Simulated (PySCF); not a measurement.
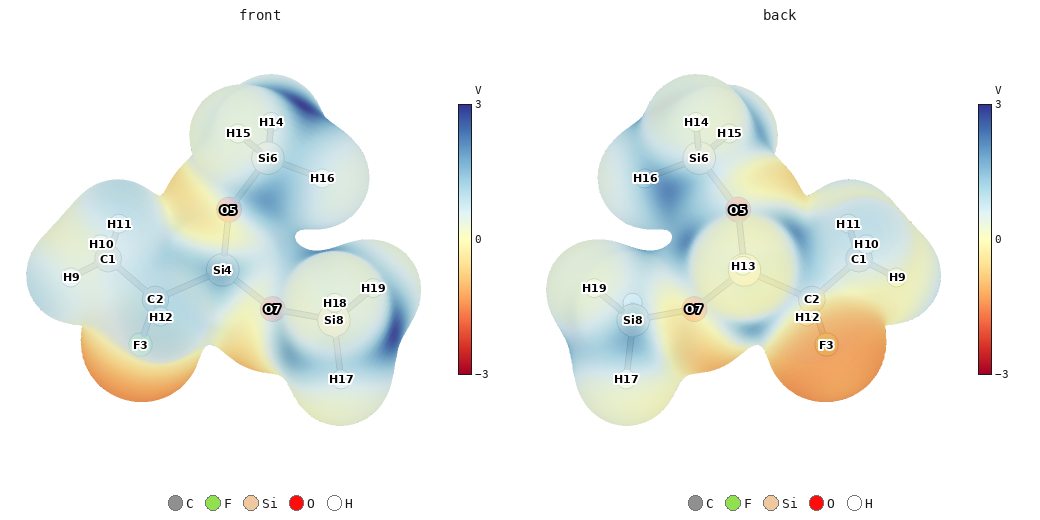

*C$_{2}$H$_{11}$FO$_{2}$Si$_{3}$. The electrostatic potential painted on the density surface at 0.004 e/bohr³, seen from the front and from behind; the colour scale runs from red (negative) to blue (positive).*

Geometry: GFN2-xTB.

Computed with PBE0/pcSseg-1, SCF density, gas phase, non-relativistic (PySCF 2.14.0).

Input file:

```
{"job": {"kind": "nmr", "xc": "PBE0", "basis": "pcSseg-1"}, "charge": 0, "multiplicity": 1}
C     -2.456525    -1.454393     0.124846
C     -0.969534    -1.724004     0.277654
F     -0.681915    -2.949955    -0.324986
Si     0.136099    -0.384910    -0.521027
O     -0.507181     1.036343    -0.097190
Si    -0.341799     2.638233     0.122489
O      1.627534    -0.522557     0.072116
Si     3.008505     0.076400     0.683782
H     -3.042719    -2.252089     0.577581
H     -2.714977    -1.387210    -0.928993
H     -2.697540    -0.511670     0.606131
H     -0.725958    -1.876236     1.336864
H      0.218020    -0.475837    -1.970142
H     -0.627767     3.268121    -1.165425
H     -1.348481     2.936751     1.138582
H      1.018290     2.933747     0.571684
H      3.883088    -1.089770     0.744114
H      2.714433     0.637559     2.002937
H      3.498624     1.110726    -0.228151
```

Command:

```sh
OMP_NUM_THREADS=1 python probes_run.py task.json out
```

**Which sites attract a positive test charge, and which a negative one?**

A positive charge is drawn to the negative regions and a negative charge to the positive ones. The most negative region (about −1.4 V, or −32 kcal/mol for a unit charge) lies over F3, the most positive (about +2.8 V, or +65 kcal/mol for a unit charge) over Si6 and Si8.

**How polar is the molecule by this calculation?**

Its dipole moment is 2.64 D.
